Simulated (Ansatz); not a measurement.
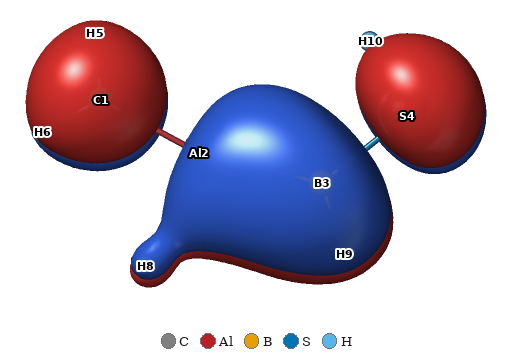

The picture shows: CH$_{6}$AlBS. The LUMO at ±0.06 Å⁻³ᐟ² (blue and red are the two phases), seen across its widest extent.

At this geometry the atoms fall into two loosely joined parts.

The calculation used Ansatz, UKS PBE-D4/def2-SVP.

```json
{"atom": "C", "x (Å)": "-0.8648", "y (Å)": "1.7103", "z (Å)": "-0.5572"}
{"atom": "Al", "x (Å)": "0.1876", "y (Å)": "0.3318", "z (Å)": "0.0240"}
{"atom": "B", "x (Å)": "1.0138", "y (Å)": "-1.5235", "z (Å)": "0.4476"}
{"atom": "S", "x (Å)": "0.4035", "y (Å)": "-3.1267", "z (Å)": "-0.0445"}
{"atom": "H", "x (Å)": "-1.7922", "y (Å)": "1.5787", "z (Å)": "-1.1438"}
{"atom": "H", "x (Å)": "-0.6340", "y (Å)": "2.7719", "z (Å)": "-0.3561"}
{"atom": "H", "x (Å)": "1.3270", "y (Å)": "1.5944", "z (Å)": "1.2948"}
{"atom": "H", "x (Å)": "1.7605", "y (Å)": "1.6222", "z (Å)": "0.6328"}
{"atom": "H", "x (Å)": "2.0352", "y (Å)": "-1.6229", "z (Å)": "1.1047"}
{"atom": "H", "x (Å)": "-0.7158", "y (Å)": "-2.7896", "z (Å)": "-0.7529"}
```

What is the character of this orbital?

It lies mainly on B3 (about 35 %), Al2 (about 20 %), C1 (about 20 %) and S4 (about 20 %). Its energy is −2.92 eV.
